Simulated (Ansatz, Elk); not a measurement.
## YMg2Si2: X-ray structure factors from the self-consistent density

The structure of YMg2Si2 used here is made up (a known structure type with other elements) and was relaxed beforehand with PBE. The aim is the Fourier transform of its all-electron density, F(hkl), set beside the sum over free spherical atoms that refinements use.

Program: Elk 11.2.3 (patched build). Level of theory: DFT, PBE, all-electron APW+lo, Dirac cores, scalar-relativistic bands, static density, no spin. Results are calculated unless marked as measured.

The structure was built from a prototype and need not be the compound's stable phase.

### Step 1. Starting point

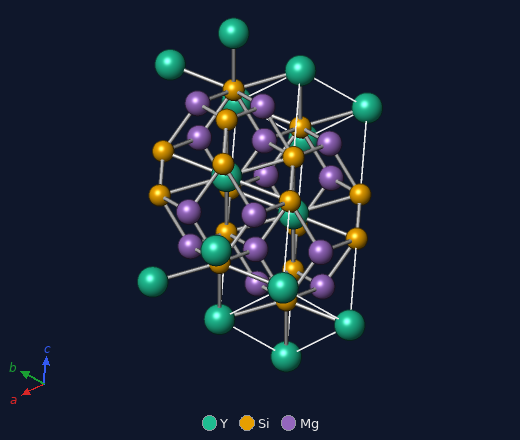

The cell as given, from a free direction (yttrium teal, silicon orange, magnesium purple). 1×2×1 cells are drawn. This picture shows the conventional cell, with its axes. Some periodic images of atoms are drawn too.

### Step 2. Ground state and structure factors

An all-electron density is needed, since X-rays see the cores too. Task 0 finds the density and task 195 Fourier-transforms it; tshift is off so that phases refer to the origin typed.

Input file elk.in:

```
tasks
  0
  195

xctype
  20

spinpol
  .false.

rgkmax
  7.0

gmaxvr
  14.0

lmaxo
  7

lmaxapw
  8

swidth
  0.002

tshift
  .false.

ramdisk
  .false.

hmaxvr
  5.5

maxscl
  120

epspot
  1e-06

sppath
  './'

avec
  -3.95083092504 3.95083092504 10.94150205979
  3.95083092504 -3.95083092504 10.94150205979
  3.95083092504 3.95083092504 -10.94150205979

atoms
  3
  'Y.in'
  1
  -0.0000000000 -0.0000000000 0.0000000000   0.000000 0.000000 0.000000
  'Si.in'
  2
  0.6013977425 0.6013977425 0.0000000000   0.000000 0.000000 0.000000
  0.3986022575 0.3986022575 0.0000000000   0.000000 0.000000 0.000000
  'Mg.in'
  2
  0.2500000000 0.7500000000 0.5000000000   0.000000 0.000000 0.000000
  0.7500000000 0.2500000000 0.5000000000   0.000000 0.000000 0.000000

ngridk
  8 8 8
```

Run with:

```
$ OMP_NUM_THREADS=4 elk
```

Numbers of over 12 decimals in the logs are rounded to 6 here.

The log of the run:

```text
┌─────────────────────────┐
│ Elk code version 11.2.3 │
└─────────────────────────┘

All units are atomic (Hartree, Bohr, etc.)

┌─────────────────────────────────────────────────┐
│ Ground-state run starting from atomic densities │
└─────────────────────────────────────────────────┘

Lattice vectors :
  -3.950830925       3.950830925       10.94150206
   3.950830925      -3.950830925       10.94150206
   3.950830925       3.950830925      -10.94150206

Reciprocal lattice vectors :
 -0.9518299255E-17  0.7951726392      0.2871262681
  0.7951726392     -0.9518299255E-17  0.2871262681
  0.7951726392      0.7951726392      0.7858648772E-17

Unit cell volume      :    683.1464673
Brillouin zone volume :   0.3630996065

Muffin-tin inner radius fraction :   0.1000000000E-01

Nuclei treated as point charges

Species : 1 (Y)
 parameters loaded from : Y.in
 name : yttrium
 nuclear charge    :   -39.00000000
 electronic charge :    39.00000000
 atomic mass :    162065.4503
 muffin-tin radius :    2.600000000
 number of radial points in muffin-tin :   1193
 inner part over the whole radius :   0.9871815862E-02
 number on inner part of muffin-tin    :    847
 approximate nuclear radius :   0.8135895711E-04
 number of mesh points to nuclear radius :    416
 atomic positions (lattice), magnetic fields (Cartesian) :
  1 :   0.00000000  0.00000000  0.00000000    0.00000000  0.00000000  0.00000000

Species : 2 (Si)
 parameters loaded from : Si.in
 name : silicon
 nuclear charge    :   -14.00000000
 electronic charge :    14.00000000
 atomic mass :    51196.73458
 muffin-tin radius :    2.193887217
 number of radial points in muffin-tin :    793
 inner part over the whole radius :   0.9907982675E-02
 number on inner part of muffin-tin    :    553
 approximate nuclear radius :   0.5963282101E-04
 number of mesh points to nuclear radius :    246
 atomic positions (lattice), magnetic fields (Cartesian) :
  1 :  -0.39860226 -0.39860226  0.00000000    0.00000000  0.00000000  0.00000000
  2 :   0.39860226  0.39860226  0.00000000    0.00000000  0.00000000  0.00000000

Species : 3 (Mg)
 parameters loaded from : Mg.in
 name : magnesium
 nuclear charge    :   -12.00000000
 electronic charge :    12.00000000
 atomic mass :    44305.30466
 muffin-tin radius :    2.200000000
 number of radial points in muffin-tin :    793
 inner part over the whole radius :   0.9941530515E-02
 number on inner part of muffin-tin    :    552
 approximate nuclear radius :   0.5710277704E-04
 number of mesh points to nuclear radius :    241
 atomic positions (lattice), magnetic fields (Cartesian) :
  1 :   0.25000000 -0.25000000  0.50000000    0.00000000  0.00000000  0.00000000
  2 :  -0.25000000  0.25000000  0.50000000    0.00000000  0.00000000  0.00000000

Total number of atoms per unit cell :    5
Total muffin-tin volume :    251.2896191
 ratio of muffin-tin to unit cell volume :   0.3678414969

Spin treatment :
 spin-unpolarised

Number of Bravais lattice symmetries :   16
Number of crystal symmetries         :   16
Crystal has inversion symmetry
Real symmetric eigensolver will be used

k-point grid :      8     8     8
k-point offset :    0.000000000       0.000000000       0.000000000
k-point set is reduced with full crystal symmetry group
Total number of k-points :       59

Muffin-tin radius times maximum |G+k| :    7.000000000
 using average radius
Maximum |G+k| for APW functions       :    3.073471485
Maximum (1/2)|G+k|²                   :    4.723113485
Maximum |G| for potential and density :    14.00000000
Constant for pseudocharge density :    9
 order of it for each species :   16  16  16
 order of it for pair densities of each species (exact exchange by exxq0 0: 17) :   13   9   9
Radial integration step length :    1

G-vector grid sizes :     56    56    56
Number of G-vectors :    31601

Maximum angular momentum used for
 APW functions            :    8
 outer part of muffin-tin :    7
 inner part of muffin-tin :    2

Total nuclear charge    :   -91.00000000
[...]
correlation                 :     -3.984060
 electron entropic           :    -0.81107593773486E-03
 total energy                :     -4368.1459820505

Density of states at Fermi energy :    63.56120545
 (states/Hartree/unit cell)

Estimated indirect band gap :   0.1096265506E-02
 from k-point 28 to k-point 2
Estimated direct band gap   :   0.1012126609E-01
 at k-point 55

Charges :
 core                        :    52.00000000
 valence                     :    39.00000000
 interstitial                :    8.647374420
 muffin-tins (core leakage)
  species : 1 (Y)
   atom 1                    :    36.54056888     (  0.8800996348E-05)
  species : 2 (Si)
[...]
species : 3 (Mg)
[...]
total in muffin-tins        :    82.35262558
 total calculated charge     :    90.99713497
 total charge                :    91.00000000
 error                       :   0.2865027181E-02

RMS change in Kohn-Sham potential (target) :   0.5723970912     (  0.1000000000E-05)
Absolute change in total energy (target)   :   0.8651921082     (  0.1000000000E-03)

[... loops 3 to 13 left out ...]

┌──────────────────┐
│ Loop number : 14 │
└──────────────────┘

Energies :
 Fermi                       :     0.235060
 sum of occupied eigenvalues :     -2527.6574389600
 electron kinetic            :      4475.5762928342
 core electron kinetic       :      4276.6332054381
 Coulomb                     :     -8657.6530127398
 Coulomb potential           :     -6763.8404213408
 nuclear-nuclear             :     -537.31382457704
 electron-nuclear            :     -9487.0074515557
 Hartree                     :      1366.6682633930
 Madelung                    :     -5275.7328020694
 xc potential                :     -239.39331045347
 exchange                    :     -180.45460701577
 correlation                 :     -3.990694
 electron entropic           :    -0.77033703117400E-03
 total energy                :     -4366.5227915761

Density of states at Fermi energy :    58.48868273
 (states/Hartree/unit cell)

Estimated indirect band gap :   0.9948655575E-03
 from k-point 23 to k-point 21
Estimated direct band gap   :   0.2906874564E-02
 at k-point 59

Charges :
 core                        :    52.00000000
 valence                     :    39.00000000
 interstitial                :    8.732986238
 muffin-tins (core leakage)
  species : 1 (Y)
[...]
species : 2 (Si)
[...]
species : 3 (Mg)
[...]
total in muffin-tins        :    82.26701376
 total calculated charge     :    90.99715721
 total charge                :    91.00000000
 error                       :   0.2842786768E-02

RMS change in Kohn-Sham potential (target) :   0.1231487584E-06 (  0.1000000000E-05)
Absolute change in total energy (target)   :   0.5713590417E-04 (  0.1000000000E-03)

Convergence targets achieved

┌──────────────────┐
│ Loop number : 15 │
└──────────────────┘

Energies :
 Fermi                       :     0.235060
 sum of occupied eigenvalues :     -2527.6574356149
 electron kinetic            :      4475.5762961186
 core electron kinetic       :      4276.6332085921
 Coulomb                     :     -8657.6530127802
 Coulomb potential           :     -6763.8404229758
 nuclear-nuclear             :     -537.31382457704
 electron-nuclear            :     -9487.0074498863
 Hartree                     :      1366.6682616832
 Madelung                    :     -5275.7328012923
 xc potential                :     -239.39330875777
 exchange                    :     -180.45460691698
 correlation                 :     -3.990694
 electron entropic           :    -0.77033709622920E-03
 total energy                :     -4366.5227882293

Density of states at Fermi energy :    58.48869241
 (states/Hartree/unit cell)

Estimated indirect band gap :   0.9948770775E-03
 from k-point 23 to k-point 21
Estimated direct band gap   :   0.2906882662E-02
 at k-point 59

Charges :
 core                        :    52.00000000
 valence                     :    39.00000000
 interstitial                :    8.732986370
 muffin-tins (core leakage)
  species : 1 (Y)
[...]
species : 2 (Si)
[...]
atom 2                    :    12.22013204     (  0.1389153686E-02)
  species : 3 (Mg)
   atom 1                    :    10.54889980     ( -0.9828258918E-07)
   atom 2                    :    10.54889980     ( -0.9828258918E-07)
 total in muffin-tins        :    82.26701363
 total calculated charge     :    90.99715721
 total charge                :    91.00000000
 error                       :   0.2842786863E-02

┌──────────────────────────────┐
│ Self-consistent loop stopped │
└──────────────────────────────┘

Warning : core states of species 2 leak from the muffin-tin :   0.1389153686E-02

Wrote STATE.OUT
```

It took 35 s on 4 threads of Arm Neoverse V2, shared host; peak memory 0.21 GiB.

SFACRHO.OUT:

```text

h k l indices transformed by vhmat matrix:
   1.000000000       0.000000000       0.000000000    
   0.000000000       1.000000000       0.000000000    
   0.000000000       0.000000000       1.000000000    

      h      k      l  multipl.   |H|            Re(F)            Im(F)           |F|

      0      0      0      1   0.0000000       90.999999     -0.23919630E-16   90.999999    
      1      1     -1      2  0.57425254       21.990624     -0.23180186E-14   21.990624    
     -1      0      0      8  0.84542357       15.456887      -0.0000000       15.456887    
      1     -1      0      4   1.1245439       34.464279     -0.37856882E-17   34.464279    
     -2     -2      2      2   1.1485051       32.676514     -0.43230445E-14   32.676514    
      1      2     -2      8   1.1722939       38.529228      -0.0000000       38.529228    
     -2      0      1      8   1.2626817       54.453417     -0.76407530E-15   54.453417    
      1     -1     -1      4   1.5903453       63.082266      0.23163782E-14   63.082266    
     -2     -2      1      8   1.6073777      -2.1770455     -0.52275249E-14   2.1770455    
      2      3     -2      8   1.6411389       46.235356      -0.0000000       46.235356    
      2      0     -2      8   1.6908471       17.470148     -0.39221455E-14   17.470148    
     -3     -3      3      2   1.7227576      -1.0396904      0.70214882E-14   1.0396904    
      0     -1      2     16   1.8010939       14.026242      -0.0000000       14.026242    
     -1     -3      1      8   1.9616988       28.111867     -0.61835725E-14   28.111867    
     -2     -1      3     16   1.9757204       32.038660      0.11850702E-14   32.038660    
      3      3     -2      8   2.0573023       28.281430      0.16588944E-13   28.281430    
     -4     -3      4      8   2.1614654       29.457008      -0.0000000       29.457008    
      0      0     -2      4   2.2490879       54.634664      0.37176724E-14   54.634664
```

Elk indexes on the primitive cell of elk.in and gives |H| = 4π sin θ/λ in inverse bohr. Below, one row stands for each form hkl of the conventional cell (m members, Friedel mates merged), F is for one primitive cell and the density is static (no thermal factor). Free-atom factors are Waasmaier and Kirfel's, and R is Σm||F|−|F'||/Σm|F|.

```
hkl   m  sin θ/λ (Å⁻¹)  abs F, DFT  neutral atoms   diff.
002   2          0.086      21.991         21.860  +0.130
101   8          0.127      15.457         15.706  -0.249
110   4          0.169      34.464         34.257  +0.207
004   2          0.173      32.676         33.146  -0.470
103   8          0.176      38.529         38.470  +0.059
112   8          0.190      54.453         54.616  -0.162
200   4          0.239      63.082         63.428  -0.345
114   8          0.242       2.177          2.402  -0.225
105   8          0.247      46.235         46.433  -0.198
202   8          0.254      17.470         17.427  +0.043
006   2          0.259       1.040          1.366  -0.326
211  16          0.271      14.026         13.851  +0.175
204   8          0.295      28.112         27.953  +0.159
213  16          0.297      32.039         32.118  -0.079
116   8          0.309      28.281         28.156  +0.125
107   8          0.325      29.457         29.523  -0.066
220   4          0.338      54.635         54.635  +0.000
215  16          0.344      40.374         40.388  -0.014
008   2          0.345      44.438         44.374  +0.064
222   8          0.349      15.608         15.541  +0.068
206   8          0.353       0.860          0.917  -0.056
301   8          0.361      12.125         12.086  +0.040
```

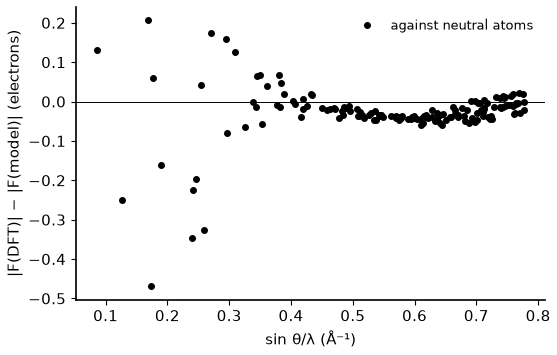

Difference between the calculated structure factors and the independent-atom ones.

### Step 3. The highest occupied states alone

An energy window below the Fermi level keeps the highest occupied states, to see at which angles they scatter; shallow core shells can lie inside it and anion s states outside. No new self-consistency is needed.

elk.in, as its differences from that of step 2:

```diff
@@ -1,3 +1,2 @@
 tasks
-  0
   195
@@ -40,2 +39,5 @@
 
+wsfac
+  -0.205930 0.535060
+
 sppath
```

Run with:

```
$ OMP_NUM_THREADS=4 elk
```

The log of the run:

```text
┌─────────────────────────────────┐
│ Elk code version 11.2.3 started │
└─────────────────────────────────┘

Info(readinput): the functional depends on the density's gradient
 muffin-tin radial points multiplied by    2.00000
 (not where nrmtscf is given)

┌────────────────────┐
│ Current task : 195 │
└────────────────────┘
Info(checkmt): changed muffin-tin radius of species 2 (Si) from   2.2000 to   2.1939

Info(sfacrho): density structure factors written to SFACRHO.OUT

 Energy window :  -0.2059300000      0.5350600000

┌──────────────────┐
│ Elk code stopped │
└──────────────────┘
```

Wall time 9.8 s (4 threads); peak memory 0.16 GiB; 12 s of CPU time.

States within 12 eV below the Fermi level hold 15.00 electrons; any levels below the window count with the cores. Their amplitudes can exceed the total, where window and core parts have opposite phase:

| hkl | sin θ/λ (Å⁻¹) | abs F, window | abs F, all |
| --- | --- | --- | --- |
| 002 | 0.086 | 0.957 | 21.991 |
| 101 | 0.127 | 2.477 | 15.457 |
| 110 | 0.169 | 1.932 | 34.464 |
| 004 | 0.173 | 1.490 | 32.676 |
| 103 | 0.176 | 0.747 | 38.529 |
| 112 | 0.190 | 0.421 | 54.453 |
| 200 | 0.239 | 0.004 | 63.082 |
| 114 | 0.242 | 0.093 | 2.177 |
| 105 | 0.247 | 0.105 | 46.235 |
| 202 | 0.254 | 0.210 | 17.470 |

### Step 4. Another functional

The difference from free atoms is small, so it is set against the change that LDA (Perdew-Wang) makes.

elk.in, as its differences from that of step 3:

```diff
@@ -1,2 +1,3 @@
 tasks
+  0
   195
@@ -4,3 +5,3 @@
 xctype
-  20
+  3
 
@@ -39,5 +40,2 @@
 
-wsfac
-  -0.205930 0.535060
-
 sppath
```

Run with:

```
$ OMP_NUM_THREADS=4 elk
```

The log of the run:

```text
┌─────────────────────────┐
│ Elk code version 11.2.3 │
└─────────────────────────┘

All units are atomic (Hartree, Bohr, etc.)

┌─────────────────────────────────────────────────┐
│ Ground-state run starting from atomic densities │
└─────────────────────────────────────────────────┘

Lattice vectors :
  -3.950830925       3.950830925       10.94150206
   3.950830925      -3.950830925       10.94150206
   3.950830925       3.950830925      -10.94150206

Reciprocal lattice vectors :
 -0.9518299255E-17  0.7951726392      0.2871262681
[...]
species : 1 (Y)
[...]
species : 2 (Si)
[...]
species : 3 (Mg)
   atom 1                    :    10.56317118     ( -0.1573064651E-05)
   atom 2                    :    10.56317118     ( -0.1573064651E-05)
 total in muffin-tins        :    82.33211217
 total calculated charge     :    90.99710727
 total charge                :    91.00000000
 error                       :   0.2892726446E-02

┌──────────────────────────────┐
│ Self-consistent loop stopped │
└──────────────────────────────┘

Warning : core states of species 2 leak from the muffin-tin :   0.1414631235E-02

Wrote STATE.OUT
[key lines of the parts left out:]
total energy                :     -4359.1242682634
```

The job ended after 24 s (4 threads; peak memory 0.17 GiB).

Against the first run R = 0.09 %; the largest change is -0.054 at 1 1 10.

### Step 5. Basis size

The basis and the expansions that go with it are enlarged, to see whether the differences are converged.

elk.in, as its differences from that of step 4:

```diff
@@ -5,3 +5,3 @@
 xctype
-  3
+  20
 
@@ -11,12 +11,12 @@
 rgkmax
-  7.0
+  8.5
 
 gmaxvr
-  14.0
+  18.0
 
 lmaxo
-  7
+  9
 
 lmaxapw
-  8
+  10
```

Run with:

```
$ OMP_NUM_THREADS=4 elk
```

The log of the run:

```text
┌─────────────────────────┐
│ Elk code version 11.2.3 │
└─────────────────────────┘

All units are atomic (Hartree, Bohr, etc.)

┌─────────────────────────────────────────────────┐
│ Ground-state run starting from atomic densities │
└─────────────────────────────────────────────────┘

Lattice vectors :
  -3.950830925       3.950830925       10.94150206
   3.950830925      -3.950830925       10.94150206
   3.950830925       3.950830925      -10.94150206

Reciprocal lattice vectors :
 -0.9518299255E-17  0.7951726392      0.2871262681
[...]
species : 1 (Y)
[...]
species : 2 (Si)
[...]
species : 3 (Mg)
   atom 1                    :    10.54957345     ( -0.9828258518E-07)
   atom 2                    :    10.54957345     ( -0.9828258518E-07)
 total in muffin-tins        :    82.27100338
 total calculated charge     :    90.99720680
 total charge                :    91.00000000
 error                       :   0.2793201457E-02

┌──────────────────────────────┐
│ Self-consistent loop stopped │
└──────────────────────────────┘

Warning : core states of species 2 leak from the muffin-tin :   0.1389395506E-02

Wrote STATE.OUT
[key lines of the parts left out:]
total energy                :     -4366.5253351314
```

Wall time 1.7 min (4 threads); peak memory 0.43 GiB.

Against the first run R = 0.00 %; the largest change is -0.003 at 400.

### Step 6. Settings against the effect

| run | R against the first run (%) | R against neutral atoms, low angle (%) | wall time |
| --- | --- | --- | --- |
| PBE, rgkmax 7 | 0.00 | 0.59 | 35 s |
| LDA (Perdew-Wang) | 0.09 | 0.57 | 24 s |
| rgkmax 8.5 with larger expansions | 0.00 | 0.59 | 1.7 min |

### Step 7. What came out

- R against neutral atoms, sin θ/λ < 0.3 Å⁻¹: 0.59 %
- R against neutral atoms, 0.3 to 0.78 Å⁻¹: 0.16 %

**Reading.** Independent neutral atoms miss the calculated amplitudes by R = 0.59 % below 0.3 Å⁻¹ and 0.16 % from there to 0.78 Å⁻¹; by shells, 1.34 % below 0.15 Å⁻¹ (2 forms), 0.54 % 0.15 to 0.3 (12 forms), 0.13 % 0.3 to 0.45 (21 forms), 0.16 % above 0.45 (114 forms). Bonding, aspherical density and the tables' own atoms all enter these figures, and the runs don't part them. The largest change of an amplitude is -0.47 electrons, at 004. Weak lines can change much in proportion: 006 goes from 1.37 to 1.04. The window's part falls from 15.0 electrons at the origin to at most 0.24 between 0.45 and 0.78 Å⁻¹. Below 0.3 Å⁻¹ the changes that finished (LDA (Perdew-Wang) and rgkmax 8.5 with larger expansions) move F by R = 0.04 % at most, against the 0.59 % that separates it from free atoms. The k-mesh has no finished test. Part of the difference isn't bonding: the tables are fits to free atoms and ions calculated by other methods than this functional. Thermal motion, anomalous dispersion and extinction are left out.

[Logs are printed without paths, hosts, clocks, repeated set-up lines and the standing remarks that a program may print on its own settings, such as how far it seeks lower states.]

[Hosts, paths, dates, database ids (printed as entryN), source tags and the programs' standing remarks are cut or masked in the printed files.]
